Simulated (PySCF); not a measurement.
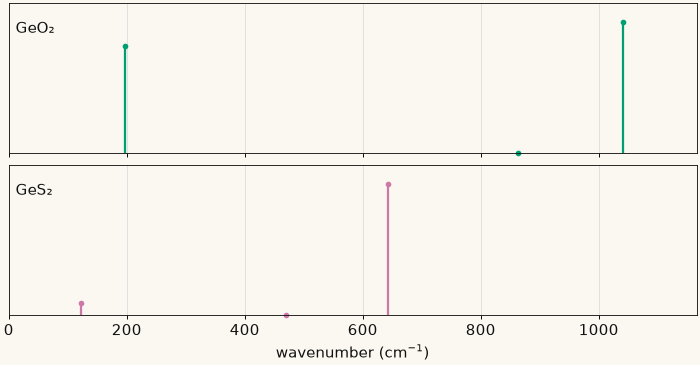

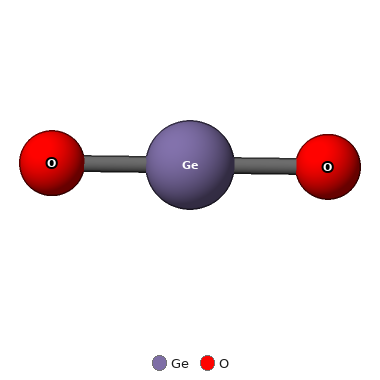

Harmonic infrared lines of GeO₂ and GeS₂, all D∞h singlets, each the lowest point that its search found (GeO₂ is drawn); the ligand atom changes down one group of the periodic table. PBE/def2-TZVP, PySCF 2.14.0, unscaled, no spin-orbit coupling; each panel is scaled to its strongest line, degenerate modes are one line with their intensities summed, and dots on the axis are modes too weak to show or inactive.

How do the bond length and the stretches change along the series?

Answer. Mean bond length: GeO₂ 1.636, GeS₂ 2.017 Å, rising down the group. Highest σu+ mode: GeO₂ 1041, GeS₂ 643 cm⁻¹, falling down the group.

Give the modes by symmetry (cm⁻¹).

Answer.
```csv
symmetry,GeO₂,GeS₂
πu,197.9,122.0
σg+,863.0,469.2
σu+,1041.5,643.4
```

Limits of at least one run: no scalar relativity.
